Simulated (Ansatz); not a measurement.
**C2H9AlSSi: how energies converge with the basis set**

How large a basis does C2H9AlSSi need? Two functionals are run in growing sets.

Method: one geometry, several basis sets; program: Ansatz 0.2.0, Gaussian basis.

Levels to be run: PBE0-D4/def2-SVP; ωB97M-V/def2-SVP; PBE0-D4/def2-QZVPP; ωB97M-V/def2-QZVPP; the functionals' def2-TZVPP values are taken from earlier runs.

## 1. The relaxed structure

All runs share one geometry, relaxed beforehand with PBE0-D4 in a triple-zeta def2 set.

SMILES `C[SiH](C)[S][AlH2]`, 14 atoms, charge 0, spin multiplicity 1.

Atoms are counted from 1 here; the program's logs count them from 0.

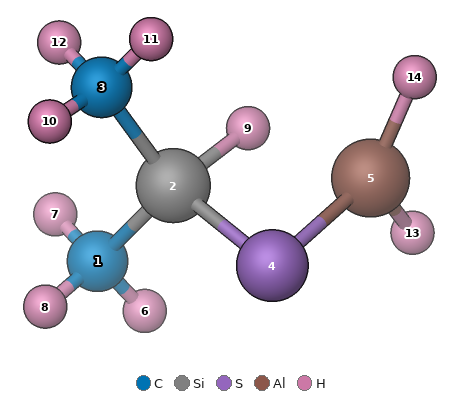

The structure; carbon blue, silicon grey, sulfur purple, aluminium brown, hydrogen pink; atoms are numbered from 1 in the order of the file.

Coordinates:

```
C    -1.7343    0.8237    0.2889
Si   -0.2025   -0.1834   -0.0125
C     0.1976   -1.3629    1.3660
S    -0.0062   -0.9635   -1.9497
Al    1.6427    0.5549   -1.7952
H    -1.8486    1.5866   -0.4828
H    -1.7047    1.3080    1.2680
H    -2.6118    0.1723    0.2534
H     0.9712    0.8554   -0.0069
H    -0.5542   -2.1562    1.3975
H     1.1714   -1.8267    1.2016
H     0.2029   -0.8552    2.3336
H     1.3740    1.9908   -2.4050
H     3.0894    0.0271   -1.4282
```

## 2. PBE0-D4 in def2-SVP

Contents of in.yaml:

```yaml
crystal:
  periodic: [false, false, false]
  atoms:
    - {symbol: C, position_ang: [-1.734271, 0.823686, 0.288939]}
    - {symbol: Si, position_ang: [-0.202530, -0.183396, -0.012490]}
    - {symbol: C, position_ang: [0.197550, -1.362866, 1.365966]}
    - {symbol: S, position_ang: [-0.006185, -0.963460, -1.949723]}
    - {symbol: Al, position_ang: [1.642692, 0.554898, -1.795173]}
    - {symbol: H, position_ang: [-1.848554, 1.586578, -0.482781]}
    - {symbol: H, position_ang: [-1.704699, 1.307978, 1.268006]}
    - {symbol: H, position_ang: [-2.611768, 0.172299, 0.253435]}
    - {symbol: H, position_ang: [0.971206, 0.855384, -0.006874]}
    - {symbol: H, position_ang: [-0.554183, -2.156226, 1.397459]}
    - {symbol: H, position_ang: [1.171448, -1.826744, 1.201635]}
    - {symbol: H, position_ang: [0.202902, -0.855250, 2.333610]}
    - {symbol: H, position_ang: [1.374026, 1.990771, -2.404968]}
    - {symbol: H, position_ang: [3.089367, 0.027146, -1.428243]}
basis:
  gaussian: {orbitals: def2-SVP}
hamiltonian: {xc: pbe0, dispersion: d4}
output: {orbitals: {seedname: orbitals}}
```

Started as:

```bash
ansatz run in.yaml --threads 4 --pin off --events-out ev --progress --plain --max-ram 10444MiB
```

Output:

```text
Functional definition: PBE0
  name "PBE0"
  cite "Adamo & Barone, J. Chem. Phys. 110, 6158 (1999) doi:10.1063/1.478522"
  cite "Perdew, Burke & Ernzerhof, Phys. Rev. Lett. 77, 3865 (1996) doi:10.1103/PhysRevLett.77.3865"
  parent pbe
  parameter a = 0.25
  parameter kappa = 0.804
  parameter beta = 0.06672455060314922
  exchange = (1 - a)*pbe_x(kappa = kappa, mu = beta*pi^2/3) + a*exact_x
  correlation = pbe_c(beta = beta)
1468 factors; their error is unknown
mean field evaluation 1: about -27503.2640 eV, gradient 5.4e1 eV
mean field evaluation 2: about -27502.1003 eV, gradient 5.6e1 eV
mean field evaluation 4: about -27510.3414 eV, gradient 1.7e0 eV
mean field evaluation 8: about -27510.3472 eV, gradient 1.9e-2 eV
mean field evaluation 16: about -27510.5468 eV, gradient 5.7e-5 eV
mean field -27510.54680998 eV, -1010.9939479485 hartree, gradient 5.7e-5 eV, S^2 0.000000; 0 other end points of the search recorded, 0 dependent functions left out
reference -27510.54684557 eV, -1010.9939492563 hartree; 32, 32 occupied and 95, 95 virtual orbitals, 1468 factors
Total energy: -27510.86731503 eV, -1011.0057262916 hartree
```

It took 1.6 s on 4 threads of Arm Neoverse V1, shared host; peak memory 0.34 GiB.

## 3. ωB97M-V in def2-SVP

Edit in.yaml of step 2 so:

```diff
@@ -19,3 +19,3 @@
   gaussian: {orbitals: def2-SVP}
-hamiltonian: {xc: pbe0, dispersion: d4}
+hamiltonian: {xc: {name: wB97M-V}}
 output: {orbitals: {seedname: orbitals}}
```

The command is unchanged.

Output (excerpt; [...] marks lines left out):

```text
Functional definition: wB97M-V
  name "wB97M-V"
  cite "Mardirossian & Head-Gordon, J. Chem. Phys. 144, 214110 (2016) doi:10.1063/1.4952647"
  cite "Becke, J. Chem. Phys. 107, 8554 (1997) doi:10.1063/1.475007"
  cite "Vydrov & Van Voorhis, J. Chem. Phys. 133, 244103 (2010) doi:10.1063/1.3521275"
  # Of w^i u^j: cxij and so on, Table III.
[...]
  gx(w, u) = 1 - cx + cx01*u + cx10*w
  gss(w, u) = css00 + css04*u^4 + css10*w + css20*w^2 + css43*w^4*u^3
  gos(w, u) = cos00 + cos10*w + (cos20 + cos21*u)*w^2 + (cos60 + cos61*u)*w^6
[...]
      + integral(e_c_pw_mod_opposite_spin*gos(b97_w_opposite, b97_u_opposite)) + vv10(b, c)
1446 factors; their error is unknown
425 factors; integrals over basis functions are off by at most 9.7e-6 eV
[...]
mean field -27520.17058655 eV, -1011.3476152139 hartree, gradient 3.0e-5 eV, S^2 0.000000; 0 other end points of the search recorded, 0 dependent functions left out
reference -27520.17064182 eV, -1011.3476172452 hartree; 32, 32 occupied and 95, 95 virtual orbitals, 1446 factors
Total energy: -27520.17064182 eV, -1011.3476172452 hartree
```

Run time: 7 s. Hardware: 4 threads of Arm Neoverse V1, shared host; peak memory 0.48 GiB.

## 4. PBE0-D4 in def2-QZVPP

Edit in.yaml of step 3 so:

```diff
@@ -18,4 +18,4 @@
 basis:
-  gaussian: {orbitals: def2-SVP}
-hamiltonian: {xc: {name: wB97M-V}}
+  gaussian: {orbitals: "def2-QZVPP.json"}
+hamiltonian: {xc: pbe0, dispersion: d4}
 output: {orbitals: {seedname: orbitals}}
```

Launched as before.

Output:

```text
Functional definition: PBE0
  name "PBE0"
  cite "Adamo & Barone, J. Chem. Phys. 110, 6158 (1999) doi:10.1063/1.478522"
  cite "Perdew, Burke & Ernzerhof, Phys. Rev. Lett. 77, 3865 (1996) doi:10.1103/PhysRevLett.77.3865"
  parent pbe
  parameter a = 0.25
  parameter kappa = 0.804
  parameter beta = 0.06672455060314922
  exchange = (1 - a)*pbe_x(kappa = kappa, mu = beta*pi^2/3) + a*exact_x
  correlation = pbe_c(beta = beta)
2074 factors; their error is unknown
mean field evaluation 1: about -27512.3991 eV, gradient 6.8e1 eV
mean field evaluation 2: about -27509.6740 eV, gradient 7.1e1 eV
mean field evaluation 4: about -27522.7796 eV, gradient 4.0e0 eV
mean field evaluation 8: about -27522.8151 eV, gradient 4.7e-2 eV
mean field evaluation 16: about -27522.8355 eV, gradient 1.5e-5 eV
mean field -27522.83550375 eV, -1011.4455491150 hartree, gradient 1.5e-5 eV, S^2 0.000000; 0 other end points of the search recorded, 0 dependent functions left out
reference -27522.83555408 eV, -1011.4455509645 hartree; 32, 32 occupied and 562, 562 virtual orbitals, 2074 factors
Total energy: -27523.15602354 eV, -1011.4573279998 hartree
```

It took 19 s on 4 threads of Arm Neoverse V1, shared host; peak memory 2.7 GiB.

## 5. ωB97M-V in def2-QZVPP

Edit in.yaml of step 4 so:

```diff
@@ -19,3 +19,3 @@
   gaussian: {orbitals: "def2-QZVPP.json"}
-hamiltonian: {xc: pbe0, dispersion: d4}
+hamiltonian: {xc: {name: wB97M-V}}
 output: {orbitals: {seedname: orbitals}}
```

Same command.

Output (excerpt; [...] marks lines left out):

```text
Functional definition: wB97M-V
  name "wB97M-V"
  cite "Mardirossian & Head-Gordon, J. Chem. Phys. 144, 214110 (2016) doi:10.1063/1.4952647"
  cite "Becke, J. Chem. Phys. 107, 8554 (1997) doi:10.1063/1.475007"
  cite "Vydrov & Van Voorhis, J. Chem. Phys. 133, 244103 (2010) doi:10.1063/1.3521275"
  # Of w^i u^j: cxij and so on, Table III.
[...]
  gx(w, u) = 1 - cx + cx01*u + cx10*w
  gss(w, u) = css00 + css04*u^4 + css10*w + css20*w^2 + css43*w^4*u^3
  gos(w, u) = cos00 + cos10*w + (cos20 + cos21*u)*w^2 + (cos60 + cos61*u)*w^6
[...]
      + integral(e_c_pw_mod_opposite_spin*gos(b97_w_opposite, b97_u_opposite)) + vv10(b, c)
1983 factors; their error is unknown
518 factors; integrals over basis functions are off by at most 9.5e-6 eV
[...]
mean field -27532.58227877 eV, -1011.8037364903 hartree, gradient 6.0e-5 eV, S^2 0.000000; 0 other end points of the search recorded, 0 dependent functions left out
reference -27532.58235965 eV, -1011.8037394624 hartree; 32, 32 occupied and 562, 562 virtual orbitals, 1983 factors
Total energy: -27532.58235965 eV, -1011.8037394624 hartree
```

Run time: 39 s. Hardware: 4 threads of Arm Neoverse V1, shared host; peak memory 3.3 GiB.

## 6. Functionals by basis

The def2-TZVPP values come from earlier runs at the same geometry.

| functional | basis | functions | energy (eV) | from the largest (eV) | HOMO (eV) | LUMO (eV) |
| --- | --- | --- | --- | --- | --- | --- |
| PBE0-D4 | def2-SVP | 127 | -27510.8673 | 12.289 | -7.01 | -0.37 |
| PBE0-D4 | def2-TZVPP | 314 | -27522.2260 | 0.930 | -7.08 | -0.47 |
| PBE0-D4 | def2-QZVPP | 594 | -27523.1560 | 0.000 | -7.10 | -0.53 |
| ωB97M-V | def2-SVP | 127 | -27520.1706 | 12.412 | -9.10 | 1.35 |
| ωB97M-V | def2-TZVPP | 314 | -27531.6931 | 0.889 | -9.23 | 1.13 |
| ωB97M-V | def2-QZVPP | 594 | -27532.5824 | 0.000 | -9.25 | 0.82 |

## 7. What came out

| quantity | value |
| --- | --- |
| PBE0-D4: double and triple zeta above quadruple | 12.29, 0.93 eV |
| ωB97M-V: double and triple zeta above quadruple | 12.41, 0.89 eV |

What this shows: For PBE0-D4 the step from double to triple zeta gains 11.36 eV and the next only 0.93 eV. These are total energies; as a rule much of such shifts cancels in differences, which this series doesn't test. The LUMO of ωB97M-V is positive and keeps falling with the basis (1.35 to 0.82 eV): an unbound level that the basis holds in place.

For PBE0-D4 the largest set took about 12 times as long as the smallest (19 s against 1.6 s).
